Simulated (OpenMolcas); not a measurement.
# Single-point calculation, with input and output: GeBH5 (part 2 of 2)

Continued. System: GeBH5. Method: CASSCF/ANO-R1, sfX2C (OpenMolcas 26.06). The geometry comes from this level: PBE0-D4/def2-TZVP.

Geometry of the input (Å):
```
B  0.0075  -1.2198  0.2681
Ge 0.0489  0.7861  -0.1834
H  -1.0444  -1.7846  0.3128
H  0.9977  -1.8493  0.4886
H  -0.6011  1.0197  -1.5622
H  -0.7998  1.5662  0.8407
H  1.4525  1.4137  -0.2103
```

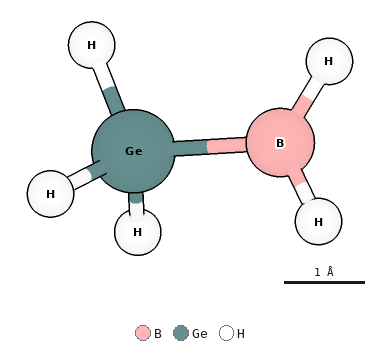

*The input geometry (ball-and-stick view, seen at a tilt). Sticks mark near contacts.*

## What the program printed, continued
```
++    Natural Bond Order analysis
      ---------------------------
      Based on LoProp computed density
      -------------------------------------------------------------------------------------
      Atom A       Atom B       Bond Order
      -------------------------------------------------------------------------------------
      NBO located      0.996 non-bonded electrons on atom B1
      NBO located      0.996 non-bonded electrons on atom GE2
      NBO located      1.003 non-bonded electrons on atom GE2
      NBO located      1.001 non-bonded electrons on atom GE2
      NBO located      1.001 non-bonded electrons on atom GE2
      NBO located      0.999 non-bonded electrons on atom GE2
      NBO located      0.998 non-bonded electrons on atom GE2
      NBO located      0.998 non-bonded electrons on atom GE2
      NBO located      1.000 non-bonded electrons on atom GE2
      NBO located      0.999 non-bonded electrons on atom GE2
      NBO located      1.000 non-bonded electrons on atom GE2
      NBO located      1.000 non-bonded electrons on atom GE2
      NBO located      1.000 non-bonded electrons on atom GE2
      NBO located      1.000 non-bonded electrons on atom GE2
      NBO located      1.000 non-bonded electrons on atom GE2
      The remaining    7.741 electrons are to be considered as diffuse
--

--

      Average orbitals are written to the RASORB file
      Natural orbitals for root   1 are written to the RASORB.1 file
      Spin density orbitals for root   1 are written to the SPDORB.1 file

--- Stop Module: rasscf /rc=_RC_ALL_IS_WELL_ ---

>>> COPY step2.RunFile RUNFIL1

>>> COPY step2.RasOrb INPORB

--- Start Module: gateway ---

                                              &GATEWAY

                       available to each process: 1.9 GB of memory, 1 thread

++    Symmetry information:
      ---------------------

                    Character Table for C1

                             E
                    a        1  x, y, xy, Rz, z, xz, Ry, yz, Rx, I
--

++    Basis set information:
      ----------------------

      Basis set label: B.ANO-R...3S2P1D.

      Electronic valence basis set:
      ------------------
      Associated Effective Charge   5.000000 au
      Associated Actual Charge      5.000000 au
      Nuclear Model: Finite nucleus - Gaussian distribution
        Gaussian exponent, Xi/bohr**(-2):  7.11787E+08

      Shell  nPrim  nBasis  Cartesian Spherical Contaminant
         s      12       3        X
         p       7       2        X
         d       3       1                 X

      Basis set label: GE.ANO-R...5S4P3D1F.

      Electronic valence basis set:
      ------------------
      Associated Effective Charge  32.000000 au
      Associated Actual Charge     32.000000 au
      Nuclear Model: Finite nucleus - Gaussian distribution
        Gaussian exponent, Xi/bohr**(-2):  2.52356E+08

      Shell  nPrim  nBasis  Cartesian Spherical Contaminant
         s      20       5        X
         p      15       4        X
         d       9       3                 X
         f       6       1                 X

      Basis set label: H.ANO-R...2S1P.

      Electronic valence basis set:
      ------------------
      Associated Effective Charge   1.000000 au
      Associated Actual Charge      1.000000 au
      Nuclear Model: Finite nucleus - Gaussian distribution
        Gaussian exponent, Xi/bohr**(-2):  2.12482E+09

      Shell  nPrim  nBasis  Cartesian Spherical Contaminant
         s       7       2        X
         p       4       1        X
--

++    Molecular structure info:
      -------------------------

                    ************************************************
                    **** Cartesian Coordinates / bohr, angstrom ****
                    ************************************************

     Center  Label                x              y              z                     x              y              z
        1      B1               0.014173      -2.305088       0.506636              0.007500      -1.219800       0.268100
        2      GE2              0.092408       1.485514      -0.346576              0.048900       0.786100      -0.183400
        3      H3              -1.973630      -3.372405       0.591106             -1.044400      -1.784600       0.312800
        4      H4               1.885380      -3.494671       0.923320              0.997700      -1.849300       0.488600
        5      H5              -1.135914       1.926954      -2.952130             -0.601100       1.019700      -1.562200
        6      H6              -1.511403       2.959689       1.588693             -0.799800       1.566200       0.840700
        7      H7               2.744827       2.671506      -0.397409              1.452500       1.413700      -0.210300

                    ***************************************
                    *    InterNuclear Distances / bohr    *
                    ***************************************

               1 B1            2 GE2           3 H3            4 H4            5 H5            6 H6
    1 B1       0.000000
    2 GE2      3.886226        0.000000
    3 H3       2.257800        5.361636        0.000000
    4 H4       2.256136        5.443310        3.875212        0.000000
    5 H5       5.585332        2.914199        6.429580        7.317195        0.000000
    6 H6       5.587138        2.913875        6.426838        7.323907        4.671895        0.000000
    7 H7       5.748065        2.905941        7.731097        6.364331        4.705434        4.705650

               7 H7
    7 H7       0.000000

                    *******************************************
                    *    InterNuclear Distances / angstrom    *
                    *******************************************

               1 B1            2 GE2           3 H3            4 H4            5 H5            6 H6
    1 B1       0.000000
    2 GE2      2.056502        0.000000
    3 H3       1.194776        2.837255        0.000000
    4 H4       1.193896        2.880475        2.050674        0.000000
    5 H5       2.955631        1.542128        3.402387        3.872093        0.000000
    6 H6       2.956586        1.541956        3.400936        3.875645        2.472261        0.000000
    7 H7       3.041745        1.537758        4.091120        3.367859        2.490009        2.490123

               7 H7
    7 H7       0.000000

                    **************************************
                    *    Valence Bond Angles / degree    *
                    **************************************
                          Atom centers                 Phi
                      3 H3       1 B1       4 H4       118.30
                      5 H5       2 GE2      6 H6       106.57
                      5 H5       2 GE2      7 H7       107.89
                      6 H6       2 GE2      7 H7       107.91
--

            Nuclear Potential Energy             94.85136756 au

--- Stop Module: gateway /rc=_RC_ALL_IS_WELL_ ---
--- Module gateway spent 1 second ---

--- Start Module: seward ---

                                              &SEWARD

                       available to each process: 1.9 GB of memory, 1 thread

               SEWARD will generate:
                  Multipole Moment integrals up to order  2
                  Kinetic Energy integrals
                  Nuclear Attraction integrals (finite nuclei - Gaussian type)
                  One-Electron Hamiltonian integrals
                  Velocity integrals
                  Relativistic X2C integrals
                  Orbital angular momentum around (  0.0778   0.9462  -0.2255 )
                  Velocity quadrupole around (  0.0778   0.9462  -0.2255 )
                  Atomic mean-field integrals
                  RI decomposed two-electron repulsion integrals stored Cholesky style
                   - acCD auxiliary basis
                   - CD Threshold:   1.00E-04

                   Integrals are discarded if absolute value <: 1.00E-14
                   Integral cutoff threshold is set to       <: 1.00E-16

            Nuclear Potential Energy             94.85136756 au

      Basis set specifications :
      Symmetry species         a
      Basis functions           78

--- Stop Module: seward /rc=_RC_ALL_IS_WELL_ ---
--- Module seward spent 1 second ---

>>> COPY step2.RunFile RUNFIL2

--- Start Module: expbas ---

                                              &EXPBAS

                       available to each process: 1.9 GB of memory, 1 thread

 Header on input orbitals file:
* RASSCF average (pseudo-natural) orbitals

 Information from input runfile
           Number of symmetries    1
      Number of basis functions   28

 Information from expanded basis set runfile
           Number of symmetries    1
      Number of basis functions   78
 New orbitals have been built in file EXPORB
--- Stop Module: expbas /rc=_RC_ALL_IS_WELL_ ---

--- Start Module: rasscf ---

                                              &RASSCF

                       available to each process: 1.9 GB of memory, 1 thread

      Header of the ONEINT file:
      --------------------------

      OrdInt status: non-squared

      Cartesian coordinates in angstrom:
      -----------------------------------------------------
      No.  Label        X            Y            Z
      -----------------------------------------------------
       1   B1         0.00750000  -1.21980000   0.26810000
       2   GE2        0.04890000   0.78610000  -0.18340000
       3   H3        -1.04440000  -1.78460000   0.31280000
       4   H4         0.99770000  -1.84930000   0.48860000
       5   H5        -0.60110000   1.01970000  -1.56220000
       6   H6        -0.79980000   1.56620000   0.84070000
       7   H7         1.45250000   1.41370000  -0.21030000
      -----------------------------------------------------
      Nuclear repulsion energy =   94.85136756

++    Wave function specifications:
      -----------------------------

      Number of closed shell electrons          40
      Number of electrons in active shells       2
      Max number of holes in RAS1 space          0
      Max nr of electrons in RAS3 space          0
      Number of inactive orbitals               20
      Number of active orbitals                  2
      Number of secondary orbitals              56
      Spin quantum number                      0.0
      State symmetry                             1
--

++    Orbital specifications:
      -----------------------

      Symmetry species                           1
                                                 a
      Frozen orbitals                            0
      Inactive orbitals                         20
      Active orbitals                            2
      RAS1 orbitals                              0
      RAS2 orbitals                              2
      RAS3 orbitals                              0
      Secondary orbitals                        56
      Deleted orbitals                           0
      Number of basis functions                 78
--

++    CI expansion specifications:
      ----------------------------

      Number of CSFs                             3
      Number of spin combinations                3
      Number of determinants                     4
      Number of root(s) required                 1
      Root chosen for geometry opt.              1
      CI root used                               1

      highest root included in the CI            1
      max. size of the explicit Hamiltonian      3
--

++    Optimization specifications:
      ----------------------------

      RASSCF algorithm: LK RI/DF
      Maximum number of macro iterations       200
      Maximum number of SX iterations          100
      Threshold for RASSCF energy            1.000E-08
      Threshold for max MO rotation          1.000E-01
      Threshold for max BLB element          1.000E-04
      Level shift parameter                  5.000E-01
      Make Quasi-Newton update
--

      The MO-coefficients are taken from the file:
      step2.ExpOrb
      Title:Basis set expanded orbital file EXPORB

      Total molecular charge    0.00

      ************************************************************************************************************************
      *                                            Wave function control section                                             *
      ************************************************************************************************************************

                                         RASSCF iterations: Energy and convergence statistics
                                         ----------------------------------------------------

          iter iter root      energy       change     param      element    value   shift minimum  type update hh:mm:ss
 Nr of preliminary CI iterations:   1
      Total energies have been shifted. Add                -2000.00 au
        1   1   16    1  -124.22786144    0.00E+00  -1.30E-01*  18  30 1  3.07E-01*  0.01   0.00    SX    NO    0:00:00
        2   1  101    1  -124.65755597   -4.30E-01* -1.27E-01*  18  30 1  1.06E-01*  0.00   0.00    SX    NO    0:00:00
        3   1   25    1  -124.71771033   -6.02E-02* -9.07E-02   18  30 1  2.50E-02*  0.00   0.00    SX    NO    0:00:00
        4   1   17    1  -124.72305294   -5.34E-03* -5.65E-02   20  37 1  7.15E-03*  0.00   0.00    SX    NO    0:00:00
        5   1   16    1  -124.72385203   -7.99E-04* -6.19E-02   14  44 1 -4.67E-03*  0.00   1.62    QN   YES    0:00:00
        6   1   14    1  -124.72414263   -2.91E-04* -2.07E-02   14  44 1  3.32E-03*  0.00   1.06    QN   YES    0:00:00
        7   1   14    1  -124.72418575   -4.31E-05* -1.01E-02   14  44 1 -1.01E-03*  0.00   1.32    QN   YES    0:00:00
        8   1   13    1  -124.72419889   -1.31E-05* -4.47E-03   14  44 1 -5.45E-04*  0.00   1.45    LS   YES    0:00:00
        9   1   12    1  -124.72420028   -1.39E-06* -2.18E-03   14  44 1 -3.39E-04*  0.00   1.01    QN   YES    0:00:00
       10   1   11    1  -124.72420209   -1.81E-06* -2.37E-03   21  67 1 -1.69E-04*  0.00   2.10    LS   YES    0:00:00
       11   1   12    1  -124.72420276   -6.68E-07* -1.17E-03   14  44 1  2.56E-04*  0.00   1.00    QN   YES    0:00:00
       12   1   10    1  -124.72420304   -2.82E-07* -5.99E-04   14  44 1  8.73E-05   0.00   1.51    LS   YES    0:00:00
       13   1   10    1  -124.72420308   -3.64E-08* -1.85E-04   19  39 1 -3.52E-05   0.00   1.00    QN   YES    0:00:00
       14   1    8    1  -124.72420309   -1.35E-08* -1.08E-04   21  23 1 -1.02E-05   0.00   1.30    QN   YES    0:00:00
       15   1    7    1  -124.72420309   -1.96E-09   3.42E-05   12  56 1  3.27E-06   0.00   1.20    QN   YES    0:00:00
      Convergence after 15 iterations
       16   1    7    1  -124.72420309   -3.18E-10   3.42E-05   21  69 1  1.37E-06   0.00   1.20    QN   YES    0:00:00

      ************************************************************************************************************************
                                                      Wave function printout:
                       occupation of active orbitals, and spin coupling of open shells (u,d: Spin up or down)
      ************************************************************************************************************************

      Note: transformation to natural orbitals
      has been made, which may change the order of the CSFs.

      printout of CI-coefficients larger than  0.05 for root  1
      energy=   -2124.724203
      conf/sym  11     Coeff  Weight
             1  20   0.99440 0.98883
             3  02  -0.10568 0.01117

      Natural orbitals and occupation numbers for root  1
      sym 1:   1.977663   0.022337

      ************************************************************************************************************************
      *                                                    Final results                                                     *
      ************************************************************************************************************************

++    Final optimization conditions:
      ------------------------------

      Average CI energy                           -2124.72420309
      RASSCF energy for state  1                  -2124.72420309
      Super-CI energy                                -0.00000000
      RASSCF energy change                           -0.00000000
      Max change in MO coefficients               4.220E-05
      Max non-diagonal density matrix element     3.418E-05
      Maximum BLB matrix element                  1.373E-06
      (orbital pair  21,  69 in symmetry   1)
      Norm of electronic gradient            5.980E-06
--

      Final state energy(ies):
      ------------------------

::    RASSCF root number  1 Total energy:  -2124.72420309
      Von Neumann Entropy (Root   1) =  0.08844

      Mulliken population analysis for root number:  1
      -----------------------------------------------

++    Molecular charges:
      ------------------

      Mulliken charges per centre
      ---------------------------

                B1      GE2     H3      H4      H5      H6      H7
      Total    5.1772 31.7261  0.9081  0.9080  1.0764  1.0996  1.1047

      N-E     -0.1772  0.2739  0.0919  0.0920 -0.0764 -0.0996 -0.1047

      Total electronic charge=   42.000000

      Total            charge=   -0.000000
--

      Expectation values of various properties for root number:  1
      -----------------------------------------------------------

++    Molecular properties:
      ---------------------

      Charge (e):
                      =   -0.0000
      Dipole Moment (debye):
      Origin of the operator (angstrom)=    0.0412    0.5007   -0.1193
                   X=  1.7903E-02               Y= -6.7381E-01               Z=  7.3317E-02           Total=  6.7803E-01
      Quadrupole Moment (debye*angstrom):
      Origin of the operator (angstrom)=    0.0412    0.5007   -0.1193
                  XX= -2.8795E+01              XY= -1.1448E-01              XZ= -6.8928E-02              YY= -2.8833E+01
                  YZ=  3.6862E-01              ZZ= -2.6915E+01
      In traceless form (debye*angstrom)
                  XX= -9.2115E-01              XY= -1.7172E-01              XZ= -1.0339E-01              YY= -9.7828E-01
                  YZ=  5.5293E-01              ZZ=  1.8994E+00
--

      LoProp population analysis for root number:  1
      -----------------------------------------------

++    LoProp analysis:
      ----------------

++    Static properties:
      ------------------

      LoProp Charges per center

                   B1       GE2      H3       H4       H5       H6       H7
      Nuclear      5.0000  32.0000   1.0000   1.0000   1.0000   1.0000   1.0000
      Electronic  -5.3526 -31.7202  -0.8675  -0.8664  -1.0570  -1.0660  -1.0703

      Total       -0.3526   0.2798   0.1325   0.1336  -0.0570  -0.0660  -0.0703
--

      Natural Bond Order analysis for root number:  1

++    Natural Bond Order analysis
      ---------------------------
      Based on LoProp computed density
      -------------------------------------------------------------------------------------
      Atom A       Atom B       Bond Order | Atom A       Atom B       Bond Order
        B1           H3             0.780  |   B1           H4             0.783
      -------------------------------------------------------------------------------------
      NBO located      3.126 electrons involved in    2 bonds.
      NBO located      0.982 non-bonded electrons on atom B1
      NBO located      0.995 non-bonded electrons on atom GE2
      NBO located      1.004 non-bonded electrons on atom GE2
      NBO located      1.004 non-bonded electrons on atom GE2
      NBO located      1.002 non-bonded electrons on atom GE2
      NBO located      0.998 non-bonded electrons on atom GE2
      NBO located      0.999 non-bonded electrons on atom GE2
      NBO located      0.999 non-bonded electrons on atom GE2
      NBO located      1.000 non-bonded electrons on atom GE2
      NBO located      1.001 non-bonded electrons on atom GE2
      NBO located      1.000 non-bonded electrons on atom GE2
      NBO located      1.000 non-bonded electrons on atom GE2
      NBO located      1.000 non-bonded electrons on atom GE2
      NBO located      1.000 non-bonded electrons on atom GE2
      NBO located      1.000 non-bonded electrons on atom GE2
      The remaining    5.066 electrons are to be considered as diffuse
--

--

      Average orbitals are written to the RASORB file
      Natural orbitals for root   1 are written to the RASORB.1 file
      Spin density orbitals for root   1 are written to the SPDORB.1 file

--- Stop Module: rasscf /rc=_RC_ALL_IS_WELL_ ---
--- Module rasscf spent 1 second ---

.##################.
.# Happy landing! #.
.##################.

    Timing: Wall=7.25 User=6.35 System=0.70
```

## Key numbers

- outcome: converged
- total energy: −2124.724203 hartree
- CASSCF energy: −2124.724203 hartree
- basis functions: 78
- wall time: 7.5 s
- peak memory: 0.41 GiB
